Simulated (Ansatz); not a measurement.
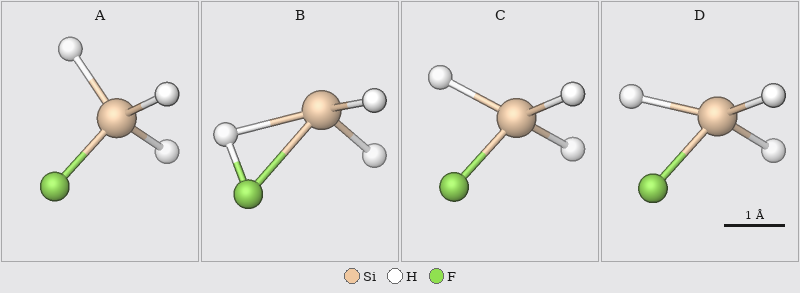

4 geometries from a converged minimum-energy path of SiH3F, shuffled. The picture is a ball-and-stick view, seen from a free direction.

Theory: RKS B3LYP-D4/def2-SVP (Ansatz). Set-up: 7 movable images; climbing image; force threshold 0.05 eV/Å; iteration limit 60; starting path through a guess of the saddle point.

Question: Which of them lies highest in energy?

Answer: B. In order along the path, whose images run from 0 to 8: A (image 0, 0.0 kJ/mol), C (image 2, +70.7 kJ/mol), D (image 3, +173.6 kJ/mol), B (image 5, +348.5 kJ/mol). Breaking: F–Si (1.63 → 2.24 Å), H–Si (1.49 → 2.57 Å). Forming: F–H (2.53 → 0.93 Å).

Cost: 46 s on 1 thread of Arm Neoverse V1, with other jobs on the host, peak memory 0.092 GiB.
